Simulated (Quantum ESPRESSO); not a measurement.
# Rh: work function by face, part 5 of 6

Wanted: work functions of Rh face by face, under two functionals.

Quantum ESPRESSO 7.5; plane-wave DFT, PBE, PseudoDojo norm-conserving pseudopotentials.

So far. Step 7 (Relaxation with pw.x of (100), PBE): The relaxation lowers the energy by 7 meV an atom. On the free atoms the largest force ends at 0.021 eV/Å. Step 11 (Potential by pp.x of (100)): On (100) the work function under PBEsol lies +0.13 eV from PBE's.

**12. Relaxation with pw.x of (110), PBE**

Level of this step: plane-wave DFT, PBE, GBRV ultrasoft pseudopotentials (Quantum ESPRESSO 7.5).

System of this step: Rh(110), 7 layers. The cell holds 7 atoms: 7 Rh. Its edges and angles: a = 3.800 Å, b = 2.687 Å, c = 24.061 Å, α = 90.0°, β = 90.0°, γ = 90.0°. It derives from Rh. Vacuum lies along c.

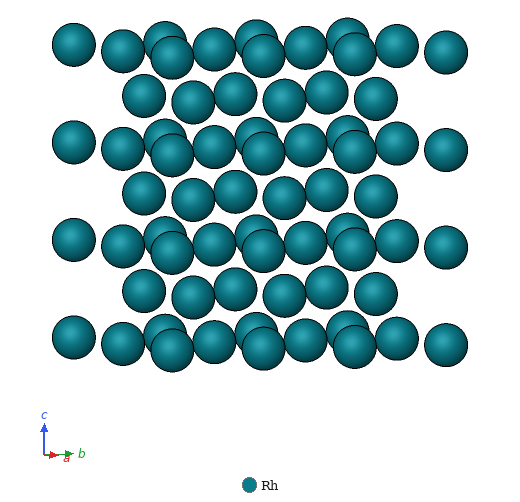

The cell of this step (rhodium blue). 2×3×1 cells are drawn. Some periodic images of atoms are drawn too.

File 110.relax.in:

```
&control
  prefix = '110.relax'
  outdir = './out'
  pseudo_dir = './pseudo'
  nstep = 40
  forc_conv_thr = 0.001
  calculation = 'relax'
/
&system
  ibrav = 0
  nat = 7
  ntyp = 1
  ecutwfc = 40
  ecutrho = 200
  occupations = 'smearing'
  smearing = 'mv'
  degauss = 0.02
/
&electrons
  conv_thr = 1e-07
  mixing_beta = 0.4
  electron_maxstep = 120
  mixing_mode = 'local-TF'
/
&ions
/
ATOMIC_SPECIES
  Rh  102.9055  rh_pbe_v1.4.uspp.F.UPF
CELL_PARAMETERS angstrom
  3.80000000000000 0.00000000000000 0.00000000000000
  0.00000000000000 2.68700576850888 0.00000000000000
  0.00000000000000 0.00000000000000 24.06101730552664
ATOMIC_POSITIONS crystal
  Rh  0.000000000000 0.000000000000 0.332488019871
  Rh  0.500000000000 0.500000000000 0.388325346581
  Rh  0.000000000000 0.000000000000 0.444162673290 0 0 0
  Rh  0.500000000000 0.500000000000 0.500000000000 0 0 0
  Rh  0.000000000000 0.000000000000 0.555837326710 0 0 0
  Rh  0.500000000000 0.500000000000 0.611674653419
  Rh  0.000000000000 0.000000000000 0.667511980129
K_POINTS automatic
  8 12 1 0 0 0
```

On the command line:

```console
OMP_NUM_THREADS=1 mpirun -n 4 pw.x -nk 4 -in 110.relax.in > 110.relax.out
```

The log of the run:

```text
[banner, memory and clock lines left out]
Program PWSCF v.7.5 starts

          URL

     Message from routine setup:
     using ibrav=0 with symmetry is DISCOURAGED, use correct ibrav instead

     G-vector sticks info

     bravais-lattice index     =            0
     lattice parameter (alat)  =       7.1810  a.u.
     unit-cell volume          =    1657.9170 (a.u.)^3
     number of atoms/cell      =            7
     number of atomic types    =            1
     number of electrons       =       105.00
     number of Kohn-Sham states=           64
     kinetic-energy cutoff     =      40.0000  Ry
     charge density cutoff     =     200.0000  Ry
     scf convergence threshold =      1.0E-07
     mixing beta               =       0.4000
     number of iterations used =            8  local-TF  mixing
     energy convergence thresh.=      1.0E-04
     force convergence thresh. =      1.0E-03
     Exchange-correlation=  SLA  PW   PBX  PBC
                           (   1   4   3   4   0   0   0)
     nstep                     =           40

     celldm(1)=   7.180959  celldm(2)=   0.000000  celldm(3)=   0.000000
     celldm(4)=   0.000000  celldm(5)=   0.000000  celldm(6)=   0.000000

     crystal axes: (cart. coord. in units of alat)
               a(1) = (   1.000000   0.000000   0.000000 )
               a(2) = (   0.000000   0.707107   0.000000 )
               a(3) = (   0.000000   0.000000   6.331847 )

     reciprocal axes: (cart. coord. in units 2 pi/alat)
               b(1) = (  1.000000  0.000000  0.000000 )
               b(2) = (  0.000000  1.414214  0.000000 )
               b(3) = (  0.000000  0.000000  0.157932 )

     PseudoPot. # 1 for Rh read from file:
     ./pseudo/rh_pbe_v1.4.uspp.F.UPF
     Pseudo is Ultrasoft + core correction, Zval = 15.0
     Generated by new atomic code, or converted to UPF format
     Using radial grid of  969 points,  7 beta functions with:
                l(1) =   0
                l(2) =   0
                l(3) =   1
                l(4) =   1
                l(5) =   2
                l(6) =   2
                l(7) =   2
     Q(r) pseudized with  8 coefficients,  rinner =    1.200   1.200   1.200
                                                       1.200   1.200

     atomic species   valence    mass     pseudopotential
     Rh               15.00   102.90550     Rh( 1.00)

      8 Sym. Ops., with inversion, found

   Cartesian axes

     site n.     atom                  positions (alat units)
         1        Rh     tau(   1) = (   0.0000000   0.0000000   2.1052632  )
         2        Rh     tau(   2) = (   0.5000000   0.3535534   2.4588165  )
         3        Rh     tau(   3) = (   0.0000000   0.0000000   2.8123699  )
         4        Rh     tau(   4) = (   0.5000000   0.3535534   3.1659233  )
         5        Rh     tau(   5) = (   0.0000000   0.0000000   3.5194767  )
         6        Rh     tau(   6) = (   0.5000000   0.3535534   3.8730301  )
         7        Rh     tau(   7) = (   0.0000000   0.0000000   4.2265835  )

     number of k points=    35  Marzari-Vanderbilt smearing, width (Ry)=  0.0200
                       cart. coord. in units 2pi/alat
        k(    1) = (   0.0000000   0.0000000   0.0000000), wk =   0.0208333
        k(    2) = (   0.0000000   0.1178511   0.0000000), wk =   0.0416667
        k(    3) = (   0.0000000   0.2357023   0.0000000), wk =   0.0416667
        k(    4) = (   0.0000000   0.3535534   0.0000000), wk =   0.0416667
        k(    5) = (   0.0000000   0.4714045   0.0000000), wk =   0.0416667
        k(    6) = (   0.0000000   0.5892557   0.0000000), wk =   0.0416667
        k(    7) = (   0.0000000  -0.7071068   0.0000000), wk =   0.0208333
        k(    8) = (   0.1250000   0.0000000   0.0000000), wk =   0.0416667
        k(    9) = (   0.1250000   0.1178511   0.0000000), wk =   0.0833333
        k(   10) = (   0.1250000   0.2357023   0.0000000), wk =   0.0833333
        k(   11) = (   0.1250000   0.3535534   0.0000000), wk =   0.0833333
        k(   12) = (   0.1250000   0.4714045   0.0000000), wk =   0.0833333
        k(   13) = (   0.1250000   0.5892557   0.0000000), wk =   0.0833333
        k(   14) = (   0.1250000  -0.7071068   0.0000000), wk =   0.0416667
        k(   15) = (   0.2500000   0.0000000   0.0000000), wk =   0.0416667
        k(   16) = (   0.2500000   0.1178511   0.0000000), wk =   0.0833333
        k(   17) = (   0.2500000   0.2357023   0.0000000), wk =   0.0833333
        k(   18) = (   0.2500000   0.3535534   0.0000000), wk =   0.0833333
        k(   19) = (   0.2500000   0.4714045   0.0000000), wk =   0.0833333
        k(   20) = (   0.2500000   0.5892557   0.0000000), wk =   0.0833333
        k(   21) = (   0.2500000  -0.7071068   0.0000000), wk =   0.0416667
        k(   22) = (   0.3750000   0.0000000   0.0000000), wk =   0.0416667
        k(   23) = (   0.3750000   0.1178511   0.0000000), wk =   0.0833333
        k(   24) = (   0.3750000   0.2357023   0.0000000), wk =   0.0833333
        k(   25) = (   0.3750000   0.3535534   0.0000000), wk =   0.0833333
        k(   26) = (   0.3750000   0.4714045   0.0000000), wk =   0.0833333
        k(   27) = (   0.3750000   0.5892557   0.0000000), wk =   0.0833333
        k(   28) = (   0.3750000  -0.7071068   0.0000000), wk =   0.0416667
        k(   29) = (  -0.5000000   0.0000000   0.0000000), wk =   0.0208333
        k(   30) = (  -0.5000000   0.1178511   0.0000000), wk =   0.0416667
        k(   31) = (  -0.5000000   0.2357023   0.0000000), wk =   0.0416667
        k(   32) = (  -0.5000000   0.3535534   0.0000000), wk =   0.0416667
        k(   33) = (  -0.5000000   0.4714045   0.0000000), wk =   0.0416667
        k(   34) = (  -0.5000000   0.5892557   0.0000000), wk =   0.0416667
        k(   35) = (  -0.5000000  -0.7071068   0.0000000), wk =   0.0208333

     Dense  grid:    79211 G-vectors     FFT dimensions: (  36,  24, 216)

     Smooth grid:    56639 G-vectors     FFT dimensions: (  30,  24, 192)

     Initial potential from superposition of free atoms

     starting charge     101.4993, renormalised to     105.0000

     negative rho (up, down):  4.079E-01 0.000E+00
     Starting wfcs are   84 randomized atomic wfcs

     per-process dynamical memory:   127.2 Mb

     Self-consistent Calculation

     iteration #  1     ecut=    40.00 Ry     beta= 0.40
     Davidson diagonalization with overlap
     ethr =  1.00E-02,  avg # of iterations =  4.0

     negative rho (up, down):  4.182E-01 0.000E+00

     total energy              =   -1198.34200157 Ry
     estimated scf accuracy    <       5.11155188 Ry

[...]
iteration #  4     ecut=    40.00 Ry     beta= 0.40
     Davidson diagonalization with overlap
     ethr =  1.60E-08,  avg # of iterations =  1.0

     negative rho (up, down):  4.171E-01 0.000E+00

     total energy              =   -1198.17632613 Ry
     estimated scf accuracy    <       0.00000256 Ry

     iteration #  5     ecut=    40.00 Ry     beta= 0.40
     Davidson diagonalization with overlap
     ethr =  2.44E-09,  avg # of iterations =  1.1

     negative rho (up, down):  4.171E-01 0.000E+00

     total energy              =   -1198.17632619 Ry
     estimated scf accuracy    <       0.00000010 Ry

     iteration #  6     ecut=    40.00 Ry     beta= 0.40
     Davidson diagonalization with overlap
     ethr =  9.63E-11,  avg # of iterations =  2.4

     negative rho (up, down):  4.171E-01 0.000E+00

     total energy              =   -1198.17632618 Ry
     estimated scf accuracy    <       0.00000005 Ry

     iteration #  7     ecut=    40.00 Ry     beta= 0.40
     Davidson diagonalization with overlap
     ethr =  5.01E-11,  avg # of iterations =  1.5

     negative rho (up, down):  4.171E-01 0.000E+00

     total energy              =   -1198.17632620 Ry
     estimated scf accuracy    <       0.00000002 Ry

     iteration #  8     ecut=    40.00 Ry     beta= 0.40
     Davidson diagonalization with overlap
     ethr =  2.07E-11,  avg # of iterations =  2.3

     negative rho (up, down):  4.171E-01 0.000E+00

     total energy              =   -1198.17632622 Ry
     estimated scf accuracy    <          7.0E-09 Ry

     iteration #  9     ecut=    40.00 Ry     beta= 0.40
     Davidson diagonalization with overlap
     ethr =  6.71E-12,  avg # of iterations =  1.7

     negative rho (up, down):  4.171E-01 0.000E+00

     total energy              =   -1198.17632624 Ry
     estimated scf accuracy    <          3.0E-09 Ry

     iteration # 10     ecut=    40.00 Ry     beta= 0.40
     Davidson diagonalization with overlap
     ethr =  2.87E-12,  avg # of iterations =  2.0

     negative rho (up, down):  4.171E-01 0.000E+00

     total energy              =   -1198.17632624 Ry
     estimated scf accuracy    <          1.2E-09 Ry

     iteration # 11     ecut=    40.00 Ry     beta= 0.40
     Davidson diagonalization with overlap
     ethr =  1.11E-12,  avg # of iterations =  1.9

     negative rho (up, down):  4.171E-01 0.000E+00

     End of self-consistent calculation

          k = 0.0000 0.0000 0.0000 (  7079 PWs)   bands (ev):

   -41.4690 -41.3862 -41.3515 -41.2342 -41.2324 -41.1598 -41.0841 -41.0544
   -41.0488 -41.0433 -40.9839 -40.9283 -40.9047 -40.8709 -40.8502 -40.5274
   -40.5273 -40.4935 -40.4934 -40.4809 -40.4725  -1.9625  -0.8266  -0.4756
    -0.0432   0.0507   0.5057   0.7609   0.8861   1.4574   1.7158   1.9168
     2.0741   2.2600   2.3946   2.5707   2.6594   2.6648   3.0360   3.0528
     3.1269   3.1879   3.6827   3.7708   3.9159   4.2878   4.3427   4.3908
     4.5570   4.6454   4.6682   4.8036   5.2525   5.4028   5.6528   5.8151
     5.9091   6.2344   6.3265   6.4776   8.0527   9.8260   9.8424   9.8854

          k = 0.0000 0.1179 0.0000 (  7043 PWs)   bands (ev):

   -41.4563 -41.3763 -41.3544 -41.2353 -41.2282 -41.1633 -41.1106 -41.0620
   -41.0544 -41.0477 -41.0039 -40.9403 -40.9137 -40.8778 -40.8772 -40.5296
   -40.5295 -40.5189 -40.5187 -40.4772 -40.4694  -1.7811  -0.6705  -0.3293
     0.0603   0.2055   0.6188   0.9090   0.9560   1.5171   1.6769   1.7090
     2.0271   2.1249   2.1345   2.2880   2.7231   2.7242   2.9144   2.9624
     3.2067   3.3108   3.7343   3.9415   3.9687   4.2285   4.2998   4.3384
     4.5501   4.6369   4.8519   4.9237   5.1441   5.5166   5.5528   5.7596
     5.8192   6.1263   6.4101   6.4315   8.1688   9.9525   9.9888  10.5609

          k = 0.0000 0.2357 0.0000 (  7066 PWs)   bands (ev):

   -41.4197 -41.3671 -41.3481 -41.2545 -41.2116 -41.1826 -41.1756 -41.0998
   -41.0627 -41.0553 -41.0507 -40.9832 -40.9458 -40.9219 -40.8966 -40.5868
   -40.5861 -40.5357 -40.5357 -40.4681 -40.4615  -1.2757  -0.2947   0.0075
     0.4155   0.5145   0.6022   1.0723   1.1571   1.2571   1.3094   1.7098
     1.7330   1.8575   2.1457   2.3627   2.4881   2.7668   2.9180   3.0911
     3.4411   3.4689   3.5667   3.6812   4.0614   4.3140   4.3449   4.4209
     4.7769   4.7960   4.9941   5.0021   5.0146   5.4732   5.4927   5.5685
     5.7029   6.2609   6.4754   6.7286   8.5194  10.3236  10.4242  11.7055

          k = 0.0000 0.3536 0.0000 (  7088 PWs)   bands (ev):

   -41.3984 -41.3634 -41.3066 -41.3059 -41.2589 -41.2435 -41.1882 -41.1376
   -41.1102 -41.0874 -41.0597 -41.0253 -41.0035 -40.9324 -40.9297 -40.6737
   -40.6717 -40.5446 -40.5446 -40.4572 -40.4518  -0.5674   0.0113   0.2327
     0.3860   0.4820   0.5833   0.7644   0.9913   1.2013   1.4140   1.4690
     1.4965   1.8874   2.0179   2.4900   2.7857   3.1100   3.1280   3.4122
     3.4460   3.6123   3.7710   3.9981   4.1293   4.2725   4.5118   4.6068
     4.6979   5.0615   5.0815   5.1637   5.3885   5.4151   5.4628   5.8369
     5.9215   6.3410   6.4541   7.1968   9.0851  10.9052  11.1376  12.3355

          k = 0.0000 0.4714 0.0000 (  7086 PWs)   bands (ev):

   -41.4474 -41.3747 -41.3360 -41.3286 -41.2943 -41.2564 -41.2399 -41.1635
   -41.1177 -41.0963 -41.0709 -41.0525 -41.0336 -40.9765 -40.9498 -40.7498
   -40.7452 -40.5540 -40.5540 -40.4473 -40.4427  -0.1656  -0.0469   0.1306
     0.1694   0.2938   0.3443   0.7061   0.7676   1.0342   1.3682   1.5706
     1.6779   1.7063   2.1070   2.4407   2.5971   2.8808   3.4682   3.7531
     3.9302   3.9529   4.2009   4.3921   4.7113   4.7938   4.8521   4.9880
     5.1892   5.2558   5.5107   5.6846   5.7410   5.7694   5.8253   5.9947
     6.0102   6.2854   6.4672   7.8124   9.7702  11.5478  12.0944  12.5770

          k = 0.0000 0.5893 0.0000 (  7134 PWs)   bands (ev):

   -41.4930 -41.4252 -41.4009 -41.3829 -41.3298 -41.2242 -41.2095 -41.1417
   -41.1293 -41.0893 -41.0812 -41.0701 -41.0586 -41.0335 -40.9688 -40.7953
   -40.7876 -40.5613 -40.5613 -40.4404 -40.4365  -0.4483  -0.2630  -0.1030
     0.0655   0.1977   0.4802   0.4842   0.7787   0.9800   1.2735   1.6132
     1.8120   1.8126   1.8969   2.2130   2.6825   2.8358   3.4357   3.8827
     4.2198   4.3280   4.5685   4.5935   5.0377   5.0859   5.2753   5.3731
     5.6105   5.8018   5.8184   5.8894   5.8918   5.9764   6.3477   6.4397
     7.0601   7.1304   7.2469   8.5276  10.1696  10.5960  10.9514  12.2058

          k = 0.0000-0.7071 0.0000 (  7130 PWs)   bands (ev):

   -41.5112 -41.4360 -41.4358 -41.3896 -41.3734 -41.1871 -41.1859 -41.1316
   -41.1235 -41.1025 -41.0839 -41.0761 -41.0699 -41.0683 -40.9771 -40.8092
   -40.8002 -40.5641 -40.5641 -40.4380 -40.4342  -0.5486  -0.3513  -0.1975
    -0.0315   0.1578   0.3863   0.5104   0.6885   1.1709   1.1988   1.6302
     1.7056   1.8324   2.0321   2.0761   2.5873   2.9797   3.3833   3.8517
     4.2629   4.5988   4.7052   4.8809   5.1035   5.1080   5.2251   5.5550
     5.7093   5.7790   5.7986   5.9868   6.0506   6.2488   6.3506   6.4916
     8.6365   8.7845   8.8062   8.9866   9.0460   9.1354   9.1470  11.8909

          k = 0.1250 0.0000 0.0000 (  7045 PWs)   bands (ev):

   -41.4516 -41.4016 -41.4003 -41.2334 -41.1812 -41.1801 -41.0754 -41.0661
   -41.0378 -41.0147 -40.9821 -40.9348 -40.9079 -40.8781 -40.8585 -40.5323
   -40.5304 -40.4956 -40.4956 -40.4750 -40.4689  -1.7684  -0.7219  -0.3678
     0.0376   0.1182   0.2811   0.7756   0.7971   1.2385   1.8867   2.1307
     2.1407   2.2284   2.4890   2.7360   2.8446   2.8751   2.9927   3.0525
     3.1686   3.2251   3.2838   3.6699   4.1342   4.1352   4.3378   4.4075
     4.5211   4.6274   4.6894   5.0939   5.2557   5.2850   5.6295   5.8206
     5.8947   6.2852   6.3339   6.3410   8.0475   9.0368   9.9011   9.9970

          k = 0.1250 0.1179 0.0000 (  7043 PWs)   bands (ev):

   -41.4412 -41.3985 -41.3905 -41.2357 -41.1826 -41.1822 -41.1040 -41.0610
   -41.0571 -41.0161 -41.0026 -40.9470 -40.9179 -40.9022 -40.8672 -40.5344
   -40.5329 -40.5191 -40.5191 -40.4725 -40.4665  -1.5920  -0.5618  -0.2140
     0.1354   0.2850   0.39
[key lines of the parts left out:]
the Fermi energy is     5.5126 ev
convergence has been achieved in   9 iterations
```

The job ended after 10 min (4 MPI ranks of Arm Neoverse V2, shared host; peak memory 1 GiB; 42 min of CPU time).

Relaxation path:

| step | energy less that of the first step (eV) | largest force (eV/Å) |
| --- | --- | --- |
| 1 | 0.0000 | 0.6634 |
| 2 | -0.0316 | 0.5104 |
| 3 | -0.0567 | 0.3399 |
| 4 | -0.0755 | 0.1044 |
| 5 | -0.0767 | 0.0311 |
| 6 | -0.0768 | 0.0295 |
| 7 | -0.0769 | 0.0258 |
| 8 | -0.0770 | 0.0190 |

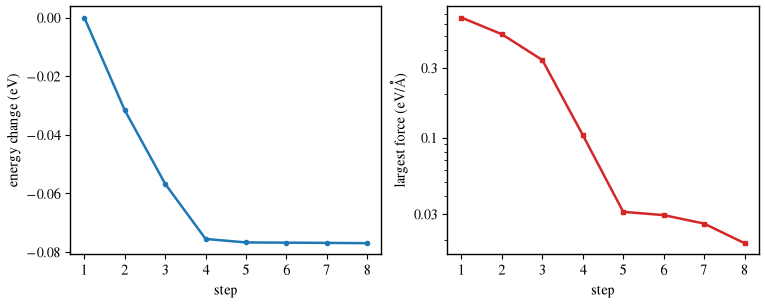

Energy and largest force along the relaxation.

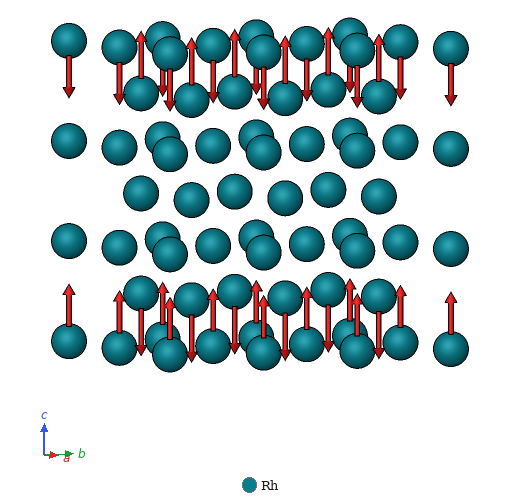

Displacements in the relaxation, exaggerated; the longest in the cell stands for 0.06 Å. 2×3×1 cells are drawn. Some periodic images of atoms are drawn too.

The atoms that moved most (Å):

| atom | dx | dy | dz | length |
| --- | --- | --- | --- | --- |
| Rh6 | 0.000 | 0.000 | 0.062 | 0.062 |
| Rh2 | 0.000 | 0.000 | -0.062 | 0.062 |
| Rh1 | 0.000 | 0.000 | 0.055 | 0.055 |
| Rh7 | 0.000 | 0.000 | -0.055 | 0.055 |

The relaxation lowers the energy by 11 meV an atom. On the free atoms the largest force ends at 0.019 eV/Å.

This step gave:

```
free energy  : -16302.0196 eV
Fermi energy : 5.512 eV
```

(Part 5 of 6 ends here.)

[Logs are printed without paths, hosts, clocks, repeated set-up lines and the standing remarks that a program may print on its own settings, such as how far it seeks lower states.]

[Hosts, paths, dates, database ids (printed as entryN), source tags and the programs' standing remarks are cut or masked in the printed files.]

[Maps of the electrostatic potential energy from Ansatz leave out the sawtooth potential of an applied field or a dipole correction, so their vacuum need not be flat; planar profiles and work functions include it.]
